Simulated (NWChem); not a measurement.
# CH$_{6}$AlAs: energy and gradient calculation

The run: energy and gradient calculation of CH$_{6}$AlAs, SMILES C[AsH][AlH2]. Method and program: PBE0/DGauss-DZVP, RKS, dispersion D2 (NWChem 7.3.0).

The geometry comes from this level: PBE0-D4/def2-TZVP.

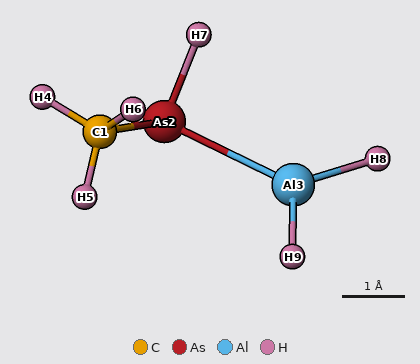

The structure as given in the input (ball-and-stick view, seen at a tilt; atoms are numbered from 1 in the order of the input). Sticks mark near contacts. Bond lengths as drawn: Al–As 2.42 Å, Al–H 1.59 Å, As–C 1.98 Å, As–H 1.52 Å and C–H 1.09 Å.

**Input**
```
START struct
TITLE "CH6AlAs gradient"
memory 2200 mb

GEOMETRY units angstrom noautoz
C     -0.476000     1.159700    -0.848800
As     0.508200    -0.554800    -1.021900
Al     0.155300    -1.450100     1.201600
H     -0.278300     1.758200    -1.737700
H     -1.541200     0.931500    -0.812600
H     -0.203000     1.727200     0.038100
H      1.894100    -0.044000    -0.644900
H      1.212900    -2.461900     1.818100
H     -1.183400    -1.112000     1.991000
END

BASIS spherical
* library "dzvp (dft orbital)"
END

DFT
xc pbe0
mult 1
disp vdw 2
grid medium
iterations 150
mulliken
print low
END

TASK dft gradient
```

Machine: 1 thread of AMD EPYC (Zen 5), 16 GiB of memory available, shared host.

Run as:
```bash
nwchem struct.nw > struct.out
```

**The program's output**
```
Northwest Computational Chemistry Package (NWChem) 7.3.0
             --------------------------------------------------------

           Job information
           ---------------

    nwchem branch   = 7.3.0
    use scalapack   = T
    input           = struct.nw
    prefix          = struct.
    data base       = ./struct.db
    status          = startup
    nproc           =        1

           Memory information
           ------------------

    heap     =     72089596 doubles =      550.0 Mbytes
    stack    =     72089601 doubles =      550.0 Mbytes
    global   =    144179200 doubles =     1100.0 Mbytes (distinct from heap & stack)
    total    =    288358397 doubles =     2200.0 Mbytes
    verify   = yes
    hardfail = no

           Directory information
           ---------------------

  0 permanent = .
  0 scratch   = .

                                NWChem Input Module
                                -------------------

                                 CH6AlAs gradient
                                 ----------------

 Scaling coordinates for geometry "geometry" by  1.889725989
 (inverse scale =  0.529177249)

 C1  symmetry detected

                             Geometry "geometry" -> ""
                             -------------------------

 Output coordinates in angstroms (scale by  1.889725989 to convert to a.u.)

  No.       Tag          Charge          X              Y              Z
 ---- ---------------- ---------- -------------- -------------- --------------
    1 C                    6.0000    -1.32146402     1.34229951     0.04890062
    2 As                  33.0000     0.46682906     0.48786411    -0.05145630
    3 Al                  13.0000    -0.19511232    -1.84234718    -0.00671605
    4 H                    1.0000    -1.18066286     2.41316135     0.19333296
    5 H                    1.0000    -1.82227090     1.18269036    -0.90595754
    6 H                    1.0000    -1.94476976     0.94781154     0.84830419
    7 H                    1.0000     0.78037178     0.47384707     1.44027388
    8 H                    1.0000     0.80813595    -2.93322654     0.56407673
    9 H                    1.0000    -1.58091890    -2.28708312    -0.64806753

      Atomic Mass
      -----------

      C                 12.000000
      As                74.921600
      Al                26.981540
      H                  1.007825

 Effective nuclear repulsion energy (a.u.)     231.1797388536

            Nuclear Dipole moment (a.u.)
            ----------------------------
        X                 Y               Z
 ---------------- ---------------- ----------------
     0.0000000000     0.0000000000     0.0000000000

            XYZ format geometry
            -------------------
     9
 geometry
 C                    -1.32146402     1.34229951     0.04890062
 As                    0.46682906     0.48786411    -0.05145630
 Al                   -0.19511232    -1.84234718    -0.00671605
 H                    -1.18066286     2.41316135     0.19333296
 H                    -1.82227090     1.18269036    -0.90595754
 H                    -1.94476976     0.94781154     0.84830419
 H                     0.78037178     0.47384707     1.44027388
 H                     0.80813595    -2.93322654     0.56407673
 H                    -1.58091890    -2.28708312    -0.64806753

 ==============================================================================
                                internuclear distances
 ------------------------------------------------------------------------------
       center one      |      center two      | atomic units |  angstroms
 ------------------------------------------------------------------------------
    2 As               |   1 C                |     3.75011  |     1.98447
    3 Al               |   2 As               |     4.57846  |     2.42282
    4 H                |   1 C                |     2.05922  |     1.08969
    5 H                |   1 C                |     2.05975  |     1.08997
    6 H                |   1 C                |     2.05553  |     1.08774
    7 H                |   2 As               |     2.88068  |     1.52439
    8 H                |   3 Al               |     3.00123  |     1.58818
    9 H                |   3 Al               |     3.00554  |     1.59047
 ------------------------------------------------------------------------------
                         number of included internuclear distances:          8
 ==============================================================================

 ==============================================================================
                                 internuclear angles
 ------------------------------------------------------------------------------
        center 1       |       center 2       |       center 3       |  degrees
 ------------------------------------------------------------------------------
    2 As               |   1 C                |   4 H                |   108.26
    2 As               |   1 C                |   5 H                |   107.86
    2 As               |   1 C                |   6 H                |   113.42
    4 H                |   1 C                |   5 H                |   108.63
    4 H                |   1 C                |   6 H                |   109.45
    5 H                |   1 C                |   6 H                |   109.11
    1 C                |   2 As               |   3 Al               |    99.61
    1 C                |   2 As               |   7 H                |    98.04
    3 Al               |   2 As               |   7 H                |    91.68
    2 As               |   3 Al               |   8 H                |   119.65
    2 As               |   3 Al               |   9 H                |   119.97
    8 H                |   3 Al               |   9 H                |   120.22
 ------------------------------------------------------------------------------
                            number of included internuclear angles:         12
 ==============================================================================

 Summary of "ao basis" -> "" (spherical)
 ------------------------------------------------------------------------------
       Tag                 Description            Shells   Functions and Types
 ---------------- ------------------------------  ------  ---------------------
 *                     dzvp (dft orbital)             on all atoms

                                 NWChem DFT Module
                                 -----------------

                                 CH6AlAs gradient

                      Basis "ao basis" -> "ao basis" (spherical)
                      -----
  [basis functions not shown]

 Summary of "ao basis" -> "ao basis" (spherical)
 ------------------------------------------------------------------------------
       Tag                 Description            Shells   Functions and Types
 ---------------- ------------------------------  ------  ---------------------
 C                     dzvp (dft orbital)            6       14   3s2p1d
 As                    dzvp (dft orbital)           11       27   5s4p2d
 Al                    dzvp (dft orbital)            8       18   4s3p1d
 H                     dzvp (dft orbital)            2        2   2s

  Caching 1-el integrals
   Time after variat. SCF:      0.4

     ---------------------------------------------
      Total Density - Mulliken Population Analysis
     ---------------------------------------------

    Atom       Charge   Shell Charges
 -----------   ------   -------------------------------------------------------
    1 C    6     6.89   2.00  0.82  0.62  2.58  0.83  0.04
    2 As  33    33.31   2.00  2.00  2.00  0.96  0.84  6.00  6.01  2.70  0.71  9.93  0.17
    3 Al  13    12.48   2.00  2.00  0.83  0.36  5.99  1.08  0.13  0.09
    4 H    1     0.72   0.51  0.21
    5 H    1     0.73   0.51  0.22
    6 H    1     0.72   0.51  0.21
    7 H    1     0.87   0.46  0.41
    8 H    1     1.14   0.53  0.61
    9 H    1     1.14   0.53  0.61
   Time prior to 1st pass:      0.4

           Memory utilization after 1st SCF pass:
           Heap Space remaining (MW):       37.16            37161540
          Stack Space remaining (MW):       72.09            72088980

   convergence    iter        energy       DeltaE   RMS-Dens  Diis-err    time
 ---------------- ----- ----------------- --------- --------- ---------  ------
 d= 0,ls=0.0,diis     1  -2519.0409323934 -2.75D+03  8.15D-03  1.66D-01     1.3
 d= 0,ls=0.0,diis     2  -2519.0614672032 -2.05D-02  3.47D-03  1.72D-02     2.1
 d= 0,ls=0.0,diis     3  -2519.0638448993 -2.38D-03  1.40D-03  6.24D-03     2.9
 d= 0,ls=0.0,diis     4  -2519.0651651887 -1.32D-03  2.16D-04  2.30D-04     3.7
 d= 0,ls=0.0,diis     5  -2519.0652004489 -3.53D-05  6.03D-05  1.95D-05     4.5
  Resetting Diis
 d= 0,ls=0.0,diis     6  -2519.0652031289 -2.68D-06  2.30D-05  2.07D-06     5.2
 d= 0,ls=0.0,diis     7  -2519.0652034762 -3.47D-07  8.02D-06  6.40D-08     6.0

         Total DFT energy =    -2519.065203476202
      One electron energy =    -3965.285700355052
           Coulomb energy =     1323.703411307589
    Exchange-Corr. energy =     -108.659269365657
 Nuclear repulsion energy =      231.179738853599

    Dispersion correction =       -0.003383916682

 Numeric. integr. density =       58.000008179666

     Total iterative time =      5.6s

     ---------------------------------------------
      Total Density - Mulliken Population Analysis
     ---------------------------------------------

    Atom       Charge   Shell Charges
 -----------   ------   -------------------------------------------------------
    1 C    6     6.76   2.00  0.76  0.65  2.62  0.69  0.04
    2 As  33    33.25   2.00  2.00  2.00  1.01  0.80  6.00  6.01  2.76  0.55  9.91  0.23
    3 Al  13    12.73   2.00  2.00  0.85  0.27  5.99  1.43  0.08  0.12
    4 H    1     0.74   0.56  0.18
    5 H    1     0.75   0.56  0.20
    6 H    1     0.75   0.56  0.19
    7 H    1     0.90   0.51  0.39
    8 H    1     1.05   0.53  0.52
    9 H    1     1.06   0.53  0.53

     -------------------------------------------
      Total Density - Lowdin Population Analysis
     -------------------------------------------

    Atom       Charge   Shell Charges
 -----------   ------   -------------------------------------------------------
    1 C    6     6.56   1.99  0.61  0.42  2.39  1.07  0.08
    2 As  33    33.07   2.00  2.00  1.99  0.87  0.61  5.99  5.89  2.50  1.04  9.80  0.39
    3 Al  13    12.77   2.00  1.98  0.63  0.39  5.91  1.32  0.36  0.17
    4 H    1     0.84   0.52  0.32
    5 H    1     0.84   0.52  0.32
    6 H    1     0.85   0.52  0.32
    7 H    1     0.93   0.49  0.44
    8 H    1     1.07   0.51  0.57
    9 H    1     1.07   0.51  0.57

                         DFT ENERGY GRADIENTS

    atom               coordinates                        gradient
                 x          y          z           x          y          z
   1 C      -2.497205   2.536578   0.092409   -0.000328   0.000842  -0.000622
   2 As      0.882179   0.921929  -0.097238   -0.003145   0.001275   0.002198
   3 Al     -0.368709  -3.481531  -0.012691    0.000094  -0.002112  -0.000108
   4 H      -2.231129   4.560214   0.365346    0.000010  -0.001952  -0.000311
   5 H      -3.443593   2.234961  -1.712011    0.001102   0.000282   0.001550
   6 H      -3.675082   1.791104   1.603062    0.001633   0.000430  -0.001412
   7 H       1.474689   0.895441   2.721723    0.000324  -0.000121  -0.001355
   8 H       1.527156  -5.542994   1.065950   -0.001046   0.000939  -0.000614
   9 H      -2.987504  -4.321960  -1.224670    0.001357   0.000418   0.000674

 Task  times  cpu:        9.5s     wall:        9.5s
 Total times  cpu:        9.6s     wall:        9.6s
```

**Results in brief**

| quantity | value |
| --- | --- |
| outcome | converged |
| total energy | −2519.065203 hartree |
| dispersion energy | −0.003384 hartree |
| largest force | 0.208 eV/Å |
| wall time | 10 s |
| peak memory | 0.12 GiB |
